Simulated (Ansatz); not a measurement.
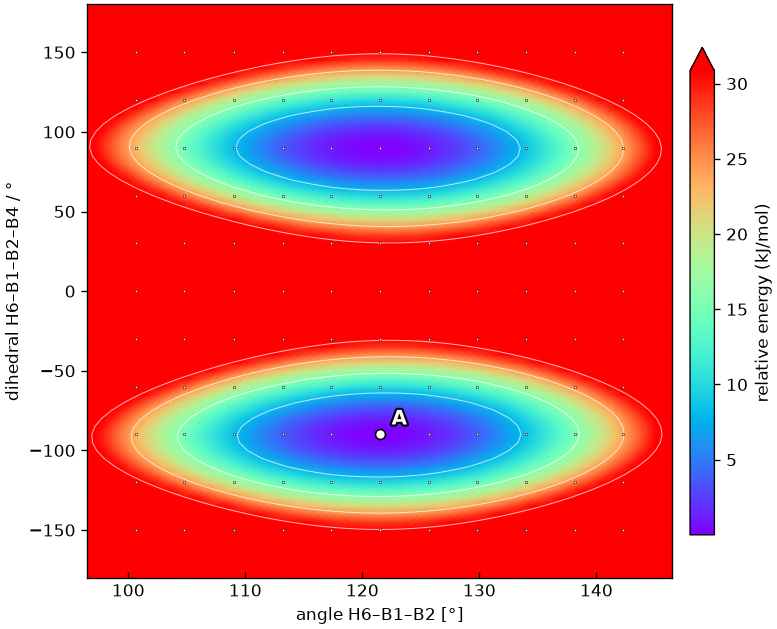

B3Cl2H3, SMILES BB(Cl)BCl. Coordinates scanned: (1) angle H6–B1–B2; (2) dihedral H6–B1–B2–B4. Nothing is relaxed (all other coordinates rigid). Grid: 13 × 12 points. Points are written as (first, second). Energies are in kJ/mol, from the lowest grid point. Level of theory: Ansatz 0.2.0, RKS PBE0-D4/def2-TZVP.

The picture shows a smooth colour map with a few white contour lines, dots at the grid points, one colour for all values above the top of the scale, the well A. Between grid points the surface is interpolated.

Estimate the position of the minimum and the force constants in these coordinates. Take the well at A.

Answer. The interpolated minimum is at angle H6–B1–B2 ≈ 121.5°, dihedral H6–B1–B2–B4 ≈ −90°. The curvatures there are about 3.7 eV/rad² and 0.83 eV/rad², with a cross term of about −0.05 eV/rad². Round the minimum the two coordinates are nearly uncoupled. (1 eV is 96.5 kJ/mol.)
